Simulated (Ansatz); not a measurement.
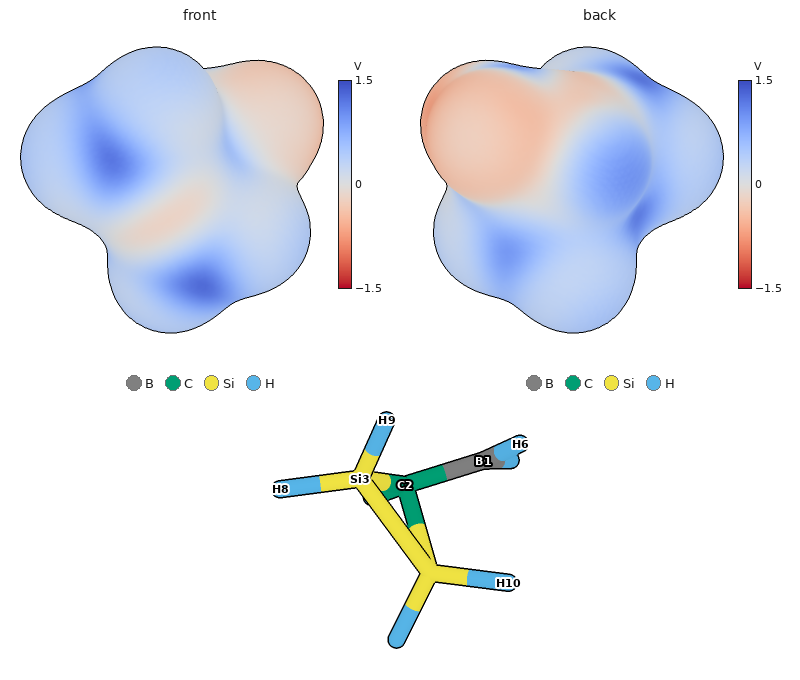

Figure. CH7BSi2 (SMILES BC1[SiH2][SiH2]1). The molecular electrostatic potential painted on the density surface at 0.002 e/bohr³, seen from the front and from behind; red is negative and blue positive. The bare structure is drawn below in the same view.

Geometry: PBE0-D4/def2-TZVP.

Level of theory: RKS PBE0-D4/def2-TZVPP (Ansatz).

Input

```
crystal:
  periodic: [false, false, false]
  atoms:
    - {symbol: B, position_ang: [-0.775000, 1.351717, -0.300851]}
    - {symbol: C, position_ang: [-0.791349, -0.131631, -0.022764]}
    - {symbol: Si, position_ang: [0.304553, -0.867577, 1.313640]}
    - {symbol: Si, position_ang: [0.999938, -0.471364, -0.774572]}
    - {symbol: H, position_ang: [-1.530964, 1.840855, -1.091450]}
    - {symbol: H, position_ang: [0.036877, 2.057002, 0.237705]}
    - {symbol: H, position_ang: [-1.568373, -0.742906, -0.478387]}
    - {symbol: H, position_ang: [0.002228, -2.266937, 1.688091]}
    - {symbol: H, position_ang: [0.648342, 0.002871, 2.458031]}
    - {symbol: H, position_ang: [1.765716, 0.715526, -1.214670]}
    - {symbol: H, position_ang: [0.973135, -1.544559, -1.794175]}
basis:
  gaussian: {orbitals: def2-TZVPP}
hamiltonian: {xc: pbe0, dispersion: d4}
output: {orbitals: {seedname: orbitals}}
```

Launched as:

```sh
ansatz run in.yaml --threads 2 --pin off --events-out ev --progress --plain --max-ram 4352MiB
```

Q: Describe the electrostatic potential map.

A: The most negative region (about −0.6 V) lies over H5, the most positive (about +1.2 V) over Si3 and Si4.
